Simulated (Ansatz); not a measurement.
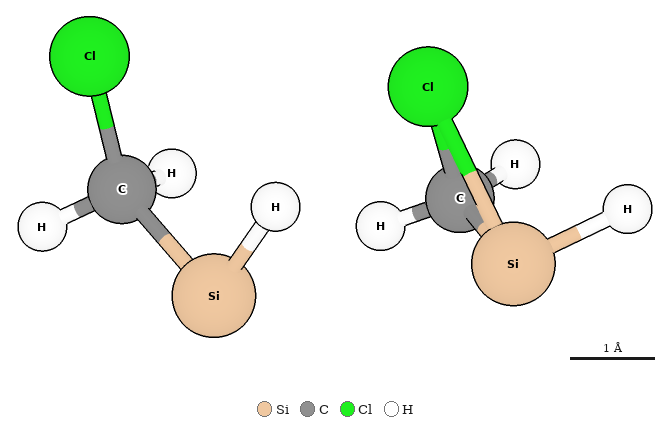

Two geometries of CH3ClSi, drawn at one scale. One is the start of a relaxation, the other its converged end. The picture is a ball-and-stick view, seen from a free direction.

The calculation used RKS PBE0-D4/def2-TZVP in Ansatz. Set-up: force threshold 0.005 eV/Å; at most 200 steps.

Question: Which of the two is the end point?

Answer: The right one is the relaxed one. It is one of the separated reactants of a reaction. The Si atom moves most after the best rigid fit: 0.79 Å. By element the largest moves are Si 0.79 Å, H 0.49 Å, Cl 0.45 Å, C 0.20 Å. Near-neighbour distances that change, for instance: Cl–Si 3.235 → 2.399 Å, C–H 1.121 → 1.086 Å, C–Cl 1.805 → 1.825 Å, H–Si 1.543 → 1.525 Å. Among the angles between lasting bonds that change: Si–C–Cl 120.4° → 79.6°, Si–C–H 102.0° → 122.8°, H–C–H 105.1° → 112.7°. After 22 accepted moves (23 points after the start) the energy has fallen by 36.6 kJ/mol. Largest force component: 0.49 eV/Å at the start, 0.0032 eV/Å at the end. The line search rejected the trial step at point 17 of the run.
